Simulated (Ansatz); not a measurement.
# SiH2Cl− (SMILES [SiH2-]Cl): levels of theory compared

We compute a comparison of 6 runs (UHF/STO-3G, HSE06/STO-3G, revPBE/STO-3G, MP2/STO-3G, UMP2/STO-3G, CCSD/STO-3G) of SiH2Cl−. 

The results are computed with Ansatz 0.2.0.

1 further run of the same task is left out (set aside as unsound or not needed).

### Step 1. Starting point

SiH2Cl− has 4 atoms, charge -1, and is taken as a singlet. SMILES: `[SiH2-]Cl`. The H4–Si1 distance was set to 2.239 Å, away from the relaxed value. At this shape a bond of the SMILES string is far longer than usual.

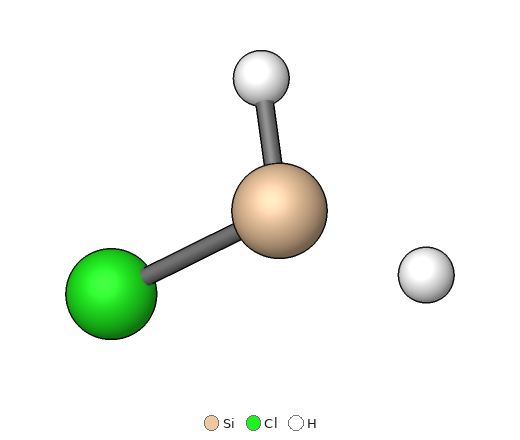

Viewed from a chosen angle; silicon light orange, chlorine green, hydrogen white.

### Step 2. The energy at UHF/STO-3G (run 1)

Input file input.yaml:

```yaml
crystal:
  periodic: [false, false, false]
  atoms:
    - {symbol: Si, position_ang: [-0.625249, 0.312430, 0.977766]}
    - {symbol: Cl, position_ang: [1.534751, -0.241280, 1.498376]}
    - {symbol: H, position_ang: [-1.108429, -1.096380, 0.889226]}
    - {symbol: H, position_ang: [-0.213160, 0.668840, -1.193830]}
basis:
  gaussian:
    orbitals: STO-3G
total_charge: -1
magnetization:
  spin_polarized: true
  initial_magnetization: 0
hamiltonian:
  xc: hf
accuracy: high
```

Run with:

```sh
$ ansatz run input.yaml --threads 1 --pin off --max-ram 2610MiB --events-out events.jsonl --progress --plain --runs-dir runs
```

Output:

```text
Warning: RAYON_NUM_THREADS=1 ignored (pool sized by the plan → 1); use --threads N
Functional definition: HF
  name "HF"
  exchange = exact_x
  correlation = 0
338 factors; integrals over basis functions are off by at most 6.4e-9 eV
mean field evaluation 1: about -20165.2333 eV, gradient 9.9e0 eV
mean field evaluation 2: about -20165.2783 eV, gradient 9.9e0 eV
mean field evaluation 4: about -20166.9858 eV, gradient 6.1e-1 eV
mean field evaluation 8: about -20166.9900 eV, gradient 1.9e-5 eV
mean field evaluation 16: about -20166.8291 eV, gradient 3.9e0 eV
mean field -20167.24025503 eV, -741.1324095259 hartree, gradient 2.0e-8 eV, S^2 0.438851; 1 other end points of the search recorded, 0 dependent functions left out
reference -20167.24025503 eV, -741.1324095259 hartree; 17, 17 occupied and 3, 3 virtual orbitals, 338 factors
Total energy: -20167.24025503 eV, -741.1324095259 hartree
```

Wall time 0.2 s (1 thread of Arm Neoverse V1, shared host).

### Step 3. A single-point energy at HSE06/STO-3G (run 2)

Input file job.yaml:

```yaml
crystal:
  periodic: [false, false, false]
  atoms:
    - {symbol: Si, position_ang: [-0.625249, 0.312430, 0.977766]}
    - {symbol: Cl, position_ang: [1.534751, -0.241280, 1.498376]}
    - {symbol: H, position_ang: [-1.108429, -1.096380, 0.889226]}
    - {symbol: H, position_ang: [-0.213160, 0.668840, -1.193830]}
basis:
  gaussian: {orbitals: STO-3G}
total_charge: -1
hamiltonian: {xc: {name: HSE06}}
accuracy: high
```

Run with:

```sh
$ ansatz run job.yaml --threads 1 --pin off --max-ram 2610MiB --events-out events.jsonl --progress --plain --runs-dir runs
```

Output:

```text
Warning: RAYON_NUM_THREADS=1 ignored (pool sized by the plan → 1); use --threads N
Functional definition: HSE06
  name "HSE06"
  parameter a = 0.25
  parameter omega = 0.11/bohr
  exchange = pbe_x - a*pbe_x_sr(omega) + a*exact_x_sr(omega)
  correlation = pbe_c
338 factors; integrals over basis functions are off by at most 6.4e-9 eV
58 factors; integrals over basis functions are off by at most 1.4e-9 eV
mean field evaluation 1: about -20190.0557 eV, gradient 1.9e1 eV
mean field evaluation 2: about -20183.1880 eV, gradient 3.6e1 eV
mean field evaluation 4: about -20192.9231 eV, gradient 4.2e-1 eV
mean field evaluation 8: about -20192.9005 eV, gradient 4.5e-3 eV
mean field evaluation 16: about -20192.9005 eV, gradient 8.9e-9 eV
mean field -20192.90053140 eV, -742.0754072894 hartree, gradient 1.9e-8 eV, S^2 0.000000; 0 other end points of the search recorded, 0 dependent functions left out
reference -20192.90053316 eV, -742.0754073540 hartree; 17, 17 occupied and 3, 3 virtual orbitals, 338 factors
Total energy: -20192.90053316 eV, -742.0754073540 hartree
```

Run time: 1.2 s. Hardware: 1 thread of Arm Neoverse V1, shared host; peak memory 0.092 GiB.

Runs 3 to 5 aren't shown in full; the table further down has their settings and results.

### Step 4. The energy at CCSD/STO-3G (run 6)

Input file job.yaml:

```yaml
crystal:
  periodic: [false, false, false]
  atoms:
    - symbol: Si
      position_ang: [-0.625249, 0.312430, 0.977766]
    - symbol: Cl
      position_ang: [1.534751, -0.241280, 1.498376]
    - symbol: H
      position_ang: [-1.108429, -1.096380, 0.889226]
    - symbol: H
      position_ang: [-0.213160, 0.668840, -1.193830]
basis:
  gaussian:
    orbitals: STO-3G
accuracy: high
total_charge: -1
correlation:
  method: ccsd
  frozen_orbitals: {Cl: 5, H: 0, Si: 5}
scf:
  omitted_lower_state_checks: [cluster_reference, increment]
```

Run with:

```sh
$ ansatz run job.yaml --threads 1 --pin off --max-ram 2610MiB --events-out events.jsonl --progress --plain --runs-dir runs
```

Output (excerpt; [...] marks lines left out):

```text
Warning: RAYON_NUM_THREADS=1 ignored (pool sized by the plan → 1); use --threads N
[... 2 set-up lines as earlier in the session ...]
[...]
338 factors; integrals over basis functions are off by at most 6.4e-9 eV
[...]
mean field -20166.98999950 eV, -741.1232128050 hartree, gradient 8.8e-9 eV, S^2 0.000000; 0 other end points of the search recorded, 0 dependent functions left out; unrestricted orbitals would lower it
10 core orbitals not correlated: weight in the atoms' cores, before any rotation towards them, 1.000 or more for the frozen orbitals, at most 0.000 for the correlated occupied ones
reference -20166.98999950 eV, -741.1232128050 hartree; 7, 7 occupied and 3, 3 virtual orbitals, 338 factors
second order -1.38095094 eV of doubles, -0.00000000 eV of singles
cycle   1  -1.77991709 eV  change   -4.0e-1 eV  update   8.8e-2
[...]
cycle  22  -2.12825901 eV  change  -3.6e-10 eV  update  2.3e-10
Total energy: -20169.11825851 eV, -741.2014248809 hartree
Checks for a lower state left out: cluster_reference, increment
```

Wall time 0.16 s (1 thread of Arm Neoverse V1, shared host).

### Step 5. All runs side by side

```csv
run,level,frozen core orbitals,energy (Eh),wall time
1,UHF/STO-3G,–,-741.132410,0.2 s
2,HSE06/STO-3G,–,-742.075407,1.2 s
3,revPBE/STO-3G,–,-742.208449,0.99 s
4,MP2/STO-3G,10,-741.173962,0.12 s
5,UMP2/STO-3G,10,-741.163264,0.23 s
6,CCSD/STO-3G,10,-741.201425,0.16 s
```

### Step 6. Outcome

```
                                           quantity          value
                                run 6: total energy  -741.20142 Eh
run 6: correlation energy (10 core orbitals frozen)      -78.2 mEh
                               run 6: T1 diagnostic          0.022
```

In words: Below the UHF energy at the same shape and in the same basis (STO-3G): MP2 -41.6 mEh; UMP2 -30.9 mEh; CCSD -69.0 mEh. Some of these start from another determinant than that one, so these aren't their correlation energies. Totals of different functionals can't be ranked against each other. In runs 4, 6 the log says that unrestricted orbitals would lower the reference, so the values rest on an unstable closed-shell determinant (other closed-shell runs at this shape may share the fault). In runs 1, 2, 3, 4, 5, 6 the basis is minimal, so the values are rough. Spin contamination of the reference: run 1 ⟨S²⟩ = 0.44, run 5 ⟨S²⟩ = 0.44. All runs together took 2.9 s, the longest 1.2 s.
